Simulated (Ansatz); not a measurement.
# (SiC)1(MgO)3 [0001] superlattice, started as wurtzite: following an unstable mode, part 3 of 3

Wanted: the energy along a soft mode of (SiC)1(MgO)3 [0001] superlattice, started as wurtzite and the structure at the end.

Ansatz 0.2.0; DFT PBEsol, scalar-relativistic, plane waves, PAW.

So far. Step 5 (Energy along the mode, all amplitudes (two of the runs …): The lowest of the steps tried is at 0.32 Å, 23.8 meV/atom below the parent; the bottom of the well need not coincide with a step. Step 7 (The new phase in its own primitive cell): The largest force component left is 0.64 meV/Å and the pressure is 0.001 GPa, within the tolerances set. The cell now holds 12.46 Å³/atom.

The structure was built from a prototype and need not be the compound's stable phase.

## Step 8: Modes of the new phase

A relaxed structure may still be a saddle point, so its zone-centre modes are computed. No field response is asked, since the mesh shows no gap.

Input file input.yaml:

```yaml
crystal:
  lattice:
    - [3.1331880698, -1.5652108177, -0.0013459614]
    - [3.1331880698, 1.5652108177, -0.0013459614]
    - [-1.5059108595, 0.0, 10.1644523103]
  atoms:
    - { symbol: C, position: [0.2716993332, 0.2716993332, 0.1842672265] }
    - { symbol: Mg, position: [0.6006978071, 0.6006978071, 0.25656248] }
    - { symbol: Mg, position: [0.3424671275, 0.3424671275, 0.4913788959] }
    - { symbol: Mg, position: [0.7180954942, 0.7180954942, 0.7244909027] }
    - { symbol: O, position: [0.6484661342, 0.6484661342, 0.4548680935] }
    - { symbol: O, position: [0.39264173, 0.39264173, 0.6880196939] }
    - { symbol: O, position: [0.761915043, 0.761915043, 0.931886693] }
    - { symbol: Si, position: [0.2652163786, 0.2652163786, 0.0185260144] }
kpoints:
  mp_grid: { grid: [12, 12, 4] }
hamiltonian:
  xc: pbesol
scf:
  occupations: { method: methfessel_paxton, width: 0.2 }
output:
  eigenvalues: true
phonons:
  method: dfpt
```

Launch:

```bash
$ ansatz run input.yaml --threads 4 --pin off --max-ram 14336MiB --backend cpu --events-out ev --progress --plain --runs-dir out
```

Numbers of over 12 decimals in the logs are rounded to 6 here.

The log of the run:

```text
zone centre: on kpoints.mp_grid the ground state, and the responses unless they are solved on pairs of k-points, stand on 164 of the mesh's 576 k-points, reduced under 2 symmetry operations, with k and −k counted as one. Each operation leaves every solved displacement unchanged or reverses it
[...]
Crystal: 8 atoms, lattice volume = 99.689 Å³
Basis set: ecut = 420 eV, 1927 PW (Γ), exchange–correlation on 48×48×144 points (8 copies of the dense FFT grid, shifted against one another)
Bands: 36, of which v1, the nominal top of the filled ones, is band 28 counted from 1 (27 counted from 0)
Symmetry: 2 space group operations
k-points: 164 of 576 (time reversal used)
[...]
SCF iter   1: F=—  HF=-8291.003571 eV  |F-HF|=—  |Δ(HF+E_count)|=         —  Δρ=1.40e-2  dr2=2.92e-1  ethr=1.77e-3  ⟨swp⟩=6.6  Hψ=26277  notcnv=0
[...]
SCF iter  20: F=-8290.937502 eV  HF=-8290.937502 eV  |F-HF|=1.82e-12  |Δ(HF+E_count)|=  3.64e-12  S|Δr|=    0.00e0  Δρ=2.42e-8  dr2=2.31e-12  ethr=1.00e-12  ⟨swp⟩=11.3  Hψ=28559  notcnv=0
SCF 1 converged in 20 iterations: F = -8290.937502 eV  dr2 = 2.31e-12
[...]
SCF converged after 20 iterations
[...]
Free energy (F): -8290.937502 eV
[...]
Internal energy: -8290.938098 eV  (E = F + TS)
E sigma→0 (E₀):  -8290.937651 eV
Entropy (-TS):   0.000596 eV (0.074 meV/atom)
Fermi energy:    7.649629 eV
[...]
--- Band table (eV; the first three rows and the last of 164) ---
  k-point 0: bands = [... 24 lower, 4.4782, 4.6455, 6.1636, 6.9554, 8.2378, 9.3201, 10.8786, 11.7836, ... 4 higher]
  k-point 1: bands = [... 24 lower, 4.3326, 4.4780, 6.3583, 6.9669, 8.2376, 9.1540, 11.0460, 11.7562, ... 4 higher]
  k-point 2: bands = [... 24 lower, 4.2919, 4.4781, 6.5225, 6.9868, 8.2376, 8.9961, 11.2155, 11.7135, ... 4 higher]
  k-point 163: bands = [... 24 lower, 4.2095, 4.4769, 4.5278, 7.7429, 7.7513, 9.0200, 12.0545, 12.1954, ... 4 higher]
[...]
ASR residual: 2.038e-4 → 0.000e0 eV/Å²; symmetrization residual: 5.167e-6 eV/Å²
[...]
```

The job ended after 3.5 min (4 threads of Intel Xeon Platinum 8488C (Sapphire Rapids), shared host; peak memory 1.9 GiB; 13 min of CPU time).

Numbers from this step:

| Quantity | Value |
| --- | --- |
| sum-rule residual before enforcement | 2.04e-4 eV/Å² |
| point group | m |
| highest optical mode at the zone centre (no LO-TO term) | 1019 cm⁻¹ |
| lowest optical zone-centre mode | 103.1 cm⁻¹ |

Patterns of degenerate modes are one choice out of their space. The modes at Γ (shares of kinetic energy by element, %):

```tsv
mode	frequency (cm⁻¹)	symmetry	C %	Mg %	O %	Si %
1	0.0	acoustic	7	45	30	17
2	0.0	acoustic	7	45	30	17
3	0.0	acoustic	7	45	30	17
4	103.1	A'	3	17	41	39
5	109.8	A''	5	38	26	30
6	129.4	A'	18	60	19	3
7	134.7	A''	11	49	24	15
8	176.2	A''	6	59	28	6
9	210.6	A'	6	64	29	1
10	215.9	A'	10	47	17	25
11	238.1	A'	1	5	54	40
12	264.6	A'	0	62	33	4
13	300.2	A''	0	1	69	30
14	381.9	A'	1	71	24	5
15	472.1	A'	2	43	47	8
16	482.5	A''	1	38	61	0
17	494.6	A''	0	39	61	0
18	502.3	A''	68	30	1	0
19	511.8	A'	0	36	64	0
20	525.9	A'	0	37	63	0
21	541.7	A'	1	19	79	1
22	587.4	A'	19	19	55	8
23	589.3	A'	51	29	15	5
24	1019.1	A'	73	1	0	26
```

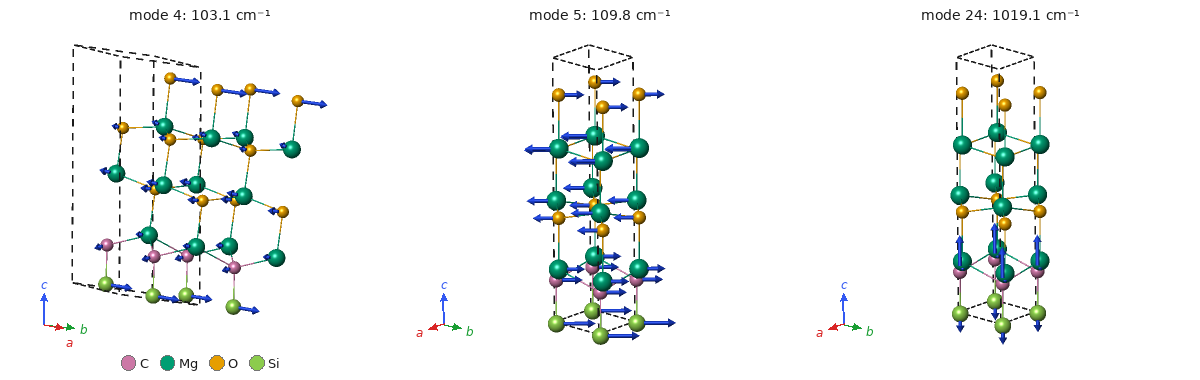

Displacement patterns of modes 4, 5 and 24 at Γ; arrows are exaggerated. 2×2×1 cells are drawn.

Before it was imposed, the acoustic sum rule was missed by 2.0e-4 eV/Å². Small misses are needed for a sound result but don't prove that mesh and cutoff are converged. The lowest optical mode is real, 103 cm⁻¹.

## Step 9: The phases reached

The phases reached along the modes that were followed are set side by side.

Energies are those of the first relaxation, on the mesh of the frozen mode; space group, volume and gap are those of the last relaxation. Phases, by row:

```tsv
mode frozen in	space group	energy from parent (meV/atom)	volume (Å³/atom)	gap on mesh (eV)	lowest zone-centre optical mode (cm⁻¹)	largest shift (Å)
parent	P3m1	0	12.3	0	–	–
q = (0, 0, 0), 307i cm⁻¹	Cm	-47.84	12.89	0.189	-56	0.456
q = (0, 0, 0), 307i cm⁻¹	Cm	-73.76	12.46	0	103.1	0.604
```

## Step 10: Results

```json
{"unstable mode of the parent": "q = (0, 0, 0), 307i cm⁻¹", "depth at the lowest point sampled": "23.8 meV/atom", "largest atomic shift at that point": "0.32 Å", "space group reached (within 0.01 Å)": "Cm", "energy gained over the parent (first relaxation, on the mesh of the frozen mode)": "73.8 meV/atom", "volume per atom, phase reached": "12.5 Å³", "lowest optical zone-centre mode, phase reached": "103 cm⁻¹", "highest optical mode at the zone centre (no LO-TO term), phase reached": "1019 cm⁻¹"}
```

In words: Along this mode the structure falls into Cm, 73.8 meV/atom below the parent. At the parent's cell the well is 23.75 meV/atom deep on the steps tried, with its lowest point at a shift of 0.32 Å. Relaxing atoms and cell changes the gain by +50.01 meV/atom against the lowest step (energies at zero smearing). Most of the total comes from this relaxation. The new phase has no imaginary mode at the zone centre of its cell; other wavevectors were not checked. Of the 2 patterns followed to their end from this parent, this one reaches the lowest energy. Each path keeps the symmetry of its pattern, so a lower phase may lie along a pattern not tried. With no gap, or one that is small against the smearing, the frequencies hang on the k mesh and the smearing, most of all near Kohn anomalies. The starting cell was built on a prototype and not taken from a measurement, so the phase need not exist.

[Logs are printed without paths, hosts, clocks, repeated set-up lines and the standing remarks that a program may print on its own settings, such as how far it seeks lower states.]

[Hosts, paths, dates, database ids (printed as entryN), source tags and the programs' standing remarks are cut or masked in the printed files.]
